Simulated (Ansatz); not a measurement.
# Nudged elastic band, with input and output: CH₄ClGa

CH₄ClGa, computed with RKS r2SCAN-D4/def2-SVP (Ansatz 0.2.0).

It belongs to a series of runs on one base structure; here: band between the two ends. Figures and captions count atoms from 1; the log counts them from 0 in places.

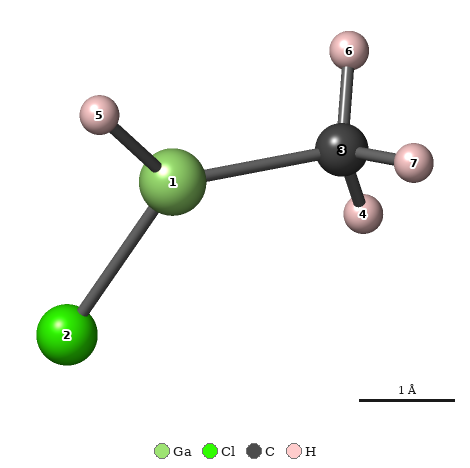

**Figure 1.** The structure as given in the input (ball-and-stick view, seen at a tilt; atoms are numbered from 1 in the order of the input). Sticks mark near contacts.

Key numbers

| quantity | value |
| --- | --- |
| outcome | converged |
| barrier, forward | 0.000 eV |
| barrier, backward | 0.001 eV |
| hardware | 2 threads of Intel Xeon (Sapphire Rapids), 64 GiB of memory available, shared host |
| wall time | 2.5 min (CPU time 4.7 min) |
| peak memory | 0.16 GiB |

The order of the saddle point was not checked.

Input file
```yaml
crystal:
  periodic: [false, false, false]
  atoms:
    - { symbol: Ga, position_ang: [0.518617, -0.227163, 0.829639] }
    - { symbol: Cl, position_ang: [1.882366, -1.864371, 0.434962] }
    - { symbol: C, position_ang: [-0.57901, 0.353868, -0.672337] }
    - { symbol: H, position_ang: [-0.38278, -0.254501, -1.566463] }
    - { symbol: H, position_ang: [0.58065, 0.300482, 2.293205] }
    - { symbol: H, position_ang: [-1.647857, 0.280364, -0.413684] }
    - { symbol: H, position_ang: [-0.372086, 1.411222, -0.905221] }
basis:
  gaussian: { orbitals: def2-SVP }
hamiltonian:
  xc: r2scan
  dispersion: d4
neb:
  order_check: false
  images: 7
  f_tol: 0.03
  max_iterations: 60
  final_atoms:
    - { symbol: Ga, position_ang: [0.47979307, -0.25550312, 0.84749944] }
    - { symbol: Cl, position_ang: [2.1110143, -1.59221239, 0.34647541] }
    - { symbol: C, position_ang: [-0.59749475, 0.3449763, -0.6603844] }
    - { symbol: H, position_ang: [-0.64181765, -0.43230229, -1.43690825] }
    - { symbol: H, position_ang: [0.38888761, 0.07795633, 2.36509667] }
    - { symbol: H, position_ang: [-1.61766287, 0.62174693, -0.35607752] }
    - { symbol: H, position_ang: [-0.12281971, 1.23523923, -1.10560035] }
  initial_path:
    images:
      - { positions_ang: [[0.518617, -0.227163, 0.829639], [1.882366, -1.864371, 0.434962], [-0.57901, 0.353868, -0.672337], [-0.38278, -0.254501, -1.566463], [0.58065, 0.300482, 2.293205], [-1.647857, 0.280364, -0.413684], [-0.372086, 1.411222, -0.905221]] }
      - { positions_ang: [[0.46263623, -0.13779754, 0.89936061], [1.77540842, -1.8275284, 0.24350177], [-0.58940186, 0.36643508, -0.667462], [-0.23481396, -0.35516038, -1.4226248], [0.6225834, 0.29149096, 2.38146701], [-1.65901396, 0.26464259, -0.47318295], [-0.37749827, 1.39781868, -0.96095864]] }
      - { positions_ang: [[0.40665545, -0.04843207, 0.96908222], [1.66845085, -1.79068579, 0.05204155], [-0.59979373, 0.37900216, -0.662587], [-0.08684793, -0.45581976, -1.2787866], [0.6645168, 0.28249993, 2.46972902], [-1.67017091, 0.24892118, -0.53268191], [-0.38291053, 1.38441536, -1.01669628]] }
      - { positions_ang: [[0.35067468, 0.04093339, 1.03880383], [1.56149327, -1.75384319, -0.13941868], [-0.61018559, 0.39156924, -0.657712], [0.06111811, -0.55647914, -1.13494839], [0.7064502, 0.27350889, 2.55799103], [-1.68132787, 0.23319976, -0.59218086], [-0.3883228, 1.37101204, -1.07243392]] }
      - { positions_ang: [[0.2946939, 0.13029885, 1.10852545], [1.45453569, -1.71700058, -0.33087891], [-0.62057746, 0.40413631, -0.65283701], [0.20908415, -0.65713851, -0.99111019], [0.7483836, 0.26451785, 2.64625304], [-1.69248483, 0.21747835, -0.65167982], [-0.39373506, 1.35760872, -1.12817156]] }
      - { positions_ang: [[0.34096869, 0.03384836, 1.04326895], [1.61865534, -1.68580353, -0.16154033], [-0.61480678, 0.38934631, -0.65472385], [-0.0036413, -0.60092946, -1.10255971], [0.6585096, 0.21787747, 2.57596395], [-1.67377934, 0.3185455, -0.57777924], [-0.32600623, 1.32701635, -1.12252876]] }
      - { positions_ang: [[0.38724348, -0.06260213, 0.97801245], [1.782775, -1.65460648, 0.00779825], [-0.6090361, 0.37455631, -0.6566107], [-0.21636675, -0.5447204, -1.21400922], [0.56863561, 0.17123709, 2.50567485], [-1.65507385, 0.41961264, -0.50387867], [-0.25827739, 1.29642398, -1.11688596]] }
      - { positions_ang: [[0.43351828, -0.15905263, 0.91275594], [1.94689465, -1.62340944, 0.17713683], [-0.60326543, 0.3597663, -0.65849755], [-0.4290922, -0.48851135, -1.32545873], [0.47876161, 0.12459671, 2.43538576], [-1.63636836, 0.52067979, -0.4299781], [-0.19054855, 1.2658316, -1.11124316]] }
      - { positions_ang: [[0.47979307, -0.25550312, 0.84749944], [2.1110143, -1.59221239, 0.34647541], [-0.59749475, 0.3449763, -0.6603844], [-0.64181765, -0.43230229, -1.43690825], [0.38888761, 0.07795633, 2.36509667], [-1.61766287, 0.62174693, -0.35607752], [-0.12281971, 1.23523923, -1.10560035]] }
```

Run as:
```bash
ansatz run input.yaml --threads 2 --pin off --max-ram 3072MiB --backend cpu --events-out ev --progress --plain --runs-dir out
```

The program's output
```
Engine: ansatz 0.2.0, x86_64-unknown-linux-gnu
Functional definition: r2SCAN
  parameter k0 = 0.174
  parameter k1 = 0.065
  parameter a1 = 4.9479
  exchange = r2scan_x(k0 = k0, k1 = k1, a1 = a1)
  correlation = r2scan_c
940 factors; their error is unknown
mean field evaluation 1: about -65984.7694 eV, gradient 5.4e1 eV
mean field evaluation 2: about -65976.4817 eV, gradient 7.6e1 eV
mean field evaluation 4: about -65991.3611 eV, gradient 2.0e0 eV
mean field evaluation 8: about -65991.3665 eV, gradient 5.0e-2 eV
mean field evaluation 16: about -65991.3231 eV, gradient 1.1e-5 eV
mean field -65991.32306541 eV, -2425.1363921283 hartree, gradient 1.1e-5 eV, S^2 0.000000; 0 other end points of the search recorded, 0 dependent functions left out
the calculation of the forces begins
reference -65991.32307563 eV, -2425.1363925039 hartree; 29, 29 occupied and 55, 55 virtual orbitals, 940 factors
940 factors; their error is unknown
mean field evaluation 32: about -65991.3236 eV, gradient 1.2e-4 eV
mean field -65991.32356453 eV, -2425.1364104707 hartree, gradient 1.2e-5 eV, S^2 0.000000; 0 other end points of the search recorded, 0 dependent functions left out
[... from here on the field's lines of each further geometry are left out, up to the last ...]
NEB iter   1: max|band force component| = 2.813e0 eV/Å  barrier→ = 2.4923 eV  barrier← = 2.4928 eV  Δτ_max = 0.2000 Å  (244 SCF iters)
NEB iter   2: max|band force component| = 2.498e0 eV/Å  barrier→ = 1.2697 eV  barrier← = 1.2703 eV  Δτ_max = 0.1049 Å  (210 SCF iters)
NEB iter   3: max|band force component| = 1.959e0 eV/Å  barrier→ = 1.1059 eV  barrier← = 1.1064 eV  Δτ_max = 0.1647 Å  (198 SCF iters)
NEB iter   4: max|band force component| = 1.749e0 eV/Å  barrier→ = 0.6802 eV  barrier← = 0.6808 eV  Δτ_max = 0.1980 Å  (197 SCF iters)
NEB iter   5: max|band force component| = 8.472e-1 eV/Å  barrier→ = 0.3483 eV  barrier← = 0.3488 eV  Δτ_max = 0.1934 Å  (201 SCF iters)
NEB iter   6: max|band force component| = 7.747e-1 eV/Å  barrier→ = 0.1584 eV  barrier← = 0.1590 eV  Δτ_max = 0.1967 Å  (198 SCF iters)
NEB iter   7: max|band force component| = 8.279e-1 eV/Å  barrier→ = 0.0487 eV  barrier← = 0.0492 eV  Δτ_max = 0.1866 Å  (197 SCF iters)
NEB iter   8: max|band force component| = 5.391e-1 eV/Å  barrier→ = 0.0256 eV  barrier← = 0.0261 eV  Δτ_max = 0.2000 Å  (198 SCF iters)
NEB iter   9: max|band force component| = 8.243e-2 eV/Å  barrier→ = 0.0025 eV  barrier← = 0.0031 eV  CI = image 6  Δτ_max = 0.0930 Å  (197 SCF iters)
NEB iter  10: max|band force component| = 1.919e-1 eV/Å  barrier→ = 0.0049 eV  barrier← = 0.0055 eV  CI = image 6  Δτ_max = 0.0467 Å  (200 SCF iters)
NEB iter  11: max|band force component| = 1.686e-1 eV/Å  barrier→ = 0.0026 eV  barrier← = 0.0031 eV  CI = image 6  Δτ_max = 0.0927 Å  (193 SCF iters)
NEB iter  12: max|band force component| = 1.187e-1 eV/Å  barrier→ = 0.0009 eV  barrier← = 0.0015 eV  CI = image 7  Δτ_max = 0.1038 Å  (199 SCF iters)
NEB iter  13: max|band force component| = 1.709e-1 eV/Å  barrier→ = -0.0000 eV  barrier← = 0.0005 eV  CI = image 1  Δτ_max = 0.0623 Å  (196 SCF iters)
the calculation of the forces begins
reference -65991.32350974 eV, -2425.1364084574 hartree; 29, 29 occupied and 55, 55 virtual orbitals, 940 factors
940 factors; their error is unknown
mean field -65991.32309555 eV, -2425.1363932363 hartree, gradient 1.1e-5 eV, S^2 0.000000; 1 other end points of the search recorded, 0 dependent functions left out
the calculation of the forces begins
reference -65991.32310577 eV, -2425.1363936117 hartree; 29, 29 occupied and 55, 55 virtual orbitals, 940 factors
NEB iter  14: max|band force component| = 2.567e-2 eV/Å  barrier→ = -0.0000 eV  barrier← = 0.0005 eV  CI = image 1  Δτ_max = 0.0000 Å  (388 SCF iters)
```

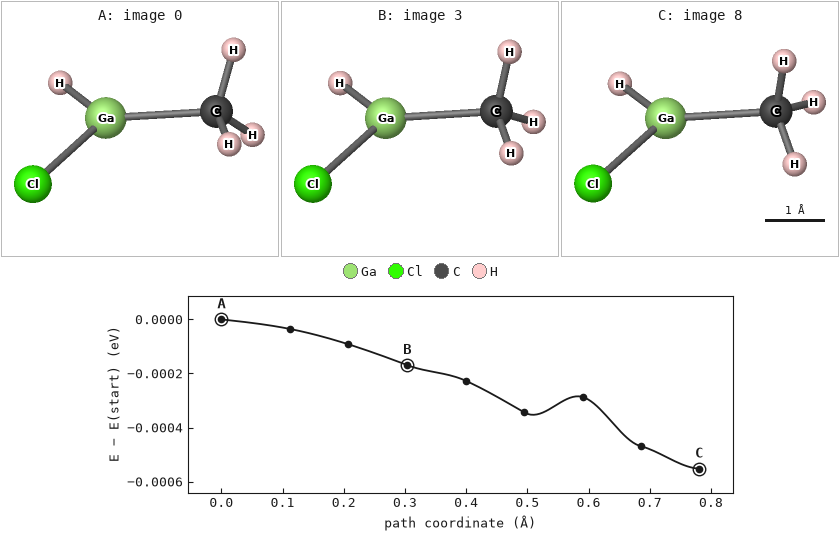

**Figure 2.** Images of the last band (counted from 0; ball-and-stick, seen at a tilt) above the energy along the path; the line is a cubic interpolation that uses the forces. No image lies above both ends; the end is 0.001 eV below the start. The path is 0.78 Å long. The band converged in 14 iterations.

```
Total energy: -65991.35215677 eV, -2425.1374612161 hartree
Atom 0 at     0.514273    -0.229891     0.832065 Å, force     0.001102    -0.000801    -0.000520 eV/Å
Atom 1 at     1.921331    -1.825810     0.420221 Å, force    -0.000312     0.001138     0.001183 eV/Å
Atom 2 at    -0.583308     0.349446    -0.670810 Å, force    -0.004526    -0.002214     0.000845 eV/Å
Atom 3 at    -0.419557    -0.288020    -1.551005 Å, force     0.000688     0.000739    -0.000593 eV/Å
Atom 4 at     0.553082     0.276539     2.303577 Å, force     0.000581    -0.000577    -0.000101 eV/Å
Atom 5 at    -1.650989     0.326939    -0.399462 Å, force     0.001320     0.000865    -0.000391 eV/Å
Atom 6 at    -0.334933     1.390698    -0.934486 Å, force     0.001148     0.000849    -0.000423 eV/Å
Dipole moment:    -0.370916     0.362737    -0.057623 e Å
this run last wrote the band of iteration 14 to [file]
```

The last band as extended XYZ (Å, eV, eV/Å)
```
7
Properties=species:S:1:pos:R:3:forces:R:3 image=0 energy=-65991.35211
Ga    0.5186   -0.2272    0.8296    0.0025   0.0015   0.0084
Cl    1.8824   -1.8644    0.4350   -0.0008   0.0005  -0.0009
C    -0.5790    0.3539   -0.6723   -0.0044   0.0004  -0.0069
H    -0.3828   -0.2545   -1.5665   -0.0011   0.0022   0.0018
H     0.5806    0.3005    2.2932   -0.0006  -0.0011  -0.0040
H    -1.6479    0.2804   -0.4137    0.0020  -0.0016   0.0007
H    -0.3721    1.4112   -0.9052    0.0023  -0.0018   0.0010
7
Properties=species:S:1:pos:R:3:forces:R:3 image=1 energy=-65991.35215
Ga    0.5143   -0.2299    0.8321    0.0011  -0.0008  -0.0005
Cl    1.9213   -1.8258    0.4202   -0.0003   0.0011   0.0012
C    -0.5833    0.3494   -0.6708   -0.0045  -0.0022   0.0008
H    -0.4196   -0.2880   -1.5510    0.0007   0.0007  -0.0006
H     0.5531    0.2765    2.3036    0.0006  -0.0006  -0.0001
H    -1.6510    0.3269   -0.3995    0.0013   0.0009  -0.0004
H    -0.3349    1.3907   -0.9345    0.0011   0.0008  -0.0004
7
Properties=species:S:1:pos:R:3:forces:R:3 image=2 energy=-65991.35220
Ga    0.5102   -0.2320    0.8342   -0.0017   0.0027  -0.0006
Cl    1.9547   -1.7906    0.4103    0.0014  -0.0010  -0.0003
C    -0.5872    0.3456   -0.6697   -0.0034  -0.0047   0.0031
H    -0.4513   -0.3163   -1.5366    0.0002   0.0007  -0.0010
H     0.5298    0.2556    2.3124   -0.0001  -0.0003  -0.0003
H    -1.6523    0.3671   -0.3896    0.0018   0.0008  -0.0005
H    -0.3041    1.3707   -0.9609    0.0018   0.0018  -0.0004
7
Properties=species:S:1:pos:R:3:forces:R:3 image=3 energy=-65991.35228
Ga    0.5066   -0.2343    0.8360    0.0011   0.0014   0.0021
Cl    1.9865   -1.7556    0.3983    0.0000   0.0005  -0.0005
C    -0.5907    0.3427   -0.6680   -0.0126  -0.0009   0.0011
H    -0.4840   -0.3424   -1.5209    0.0007   0.0013  -0.0010
H     0.5079    0.2318    2.3213   -0.0003  -0.0001  -0.0012
H    -1.6519    0.4078   -0.3797    0.0083  -0.0001  -0.0017
H    -0.2745    1.3500   -0.9869    0.0028  -0.0021   0.0011
7
Properties=species:S:1:pos:R:3:forces:R:3 image=4 energy=-65991.35234
Ga    0.5039   -0.2380    0.8366   -0.0018   0.0075   0.0034
Cl    2.0174   -1.7201    0.3816    0.0050  -0.0046  -0.0019
C    -0.5948    0.3414   -0.6650   -0.0157  -0.0257  -0.0167
H    -0.5177   -0.3654   -1.5047   -0.0080   0.0253   0.0229
H     0.4878    0.2039    2.3289    0.0008  -0.0002   0.0036
H    -1.6500    0.4488   -0.3671    0.0164  -0.0029  -0.0107
H    -0.2467    1.3293   -1.0102    0.0033   0.0006  -0.0006
7
Properties=species:S:1:pos:R:3:forces:R:3 image=5 energy=-65991.35246
Ga    0.4863   -0.2505    0.8441   -0.0124   0.0102  -0.0073
Cl    2.0300   -1.7006    0.3863    0.0038  -0.0038  -0.0039
C    -0.5878    0.3481   -0.6694    0.0118  -0.0028   0.0230
H    -0.5329   -0.3727   -1.4976   -0.0062   0.0007  -0.0070
H     0.4371    0.1571    2.3453   -0.0015   0.0010   0.0024
H    -1.6387    0.5042   -0.3811    0.0045  -0.0034  -0.0043
H    -0.1941    1.3143   -1.0275   -0.0001  -0.0019  -0.0029
7
Properties=species:S:1:pos:R:3:forces:R:3 image=6 energy=-65991.35240
Ga    0.4891   -0.2456    0.8466   -0.0072  -0.0159  -0.0190
Cl    2.0553   -1.6649    0.3643    0.0003   0.0090   0.0147
C    -0.5905    0.3448   -0.6645   -0.0068  -0.0096   0.0012
H    -0.5714   -0.4004   -1.4728    0.0023  -0.0021   0.0008
H     0.4220    0.1406    2.3526    0.0134  -0.0016   0.0045
H    -1.6315    0.5400   -0.3659   -0.0055   0.0081  -0.0021
H    -0.1729    1.2856   -1.0602    0.0035   0.0121  -0.0003
7
Properties=species:S:1:pos:R:3:forces:R:3 image=7 energy=-65991.35258
Ga    0.4904   -0.2491    0.8425   -0.0089  -0.0030   0.0073
Cl    2.0930   -1.6249    0.3578    0.0033  -0.0012  -0.0049
C    -0.5989    0.3401   -0.6622   -0.0115   0.0089   0.0008
H    -0.6188   -0.4208   -1.4560    0.0091   0.0019   0.0022
H     0.4174    0.1185    2.3533    0.0025   0.0017  -0.0017
H    -1.6276    0.5778   -0.3518    0.0018  -0.0025   0.0015
H    -0.1557    1.2583   -1.0836    0.0037  -0.0059  -0.0052
7
Properties=species:S:1:pos:R:3:forces:R:3 image=8 energy=-65991.35266
Ga    0.4798   -0.2555    0.8475    0.0091   0.0030   0.0123
Cl    2.1110   -1.5922    0.3465   -0.0015   0.0001  -0.0012
C    -0.5975    0.3450   -0.6604   -0.0099  -0.0063  -0.0048
H    -0.6418   -0.4323   -1.4369    0.0006  -0.0095  -0.0111
H     0.3889    0.0780    2.3651   -0.0015  -0.0013  -0.0010
H    -1.6177    0.6217   -0.3561   -0.0048   0.0042   0.0066
H    -0.1228    1.2352   -1.1056    0.0080   0.0098  -0.0007
```
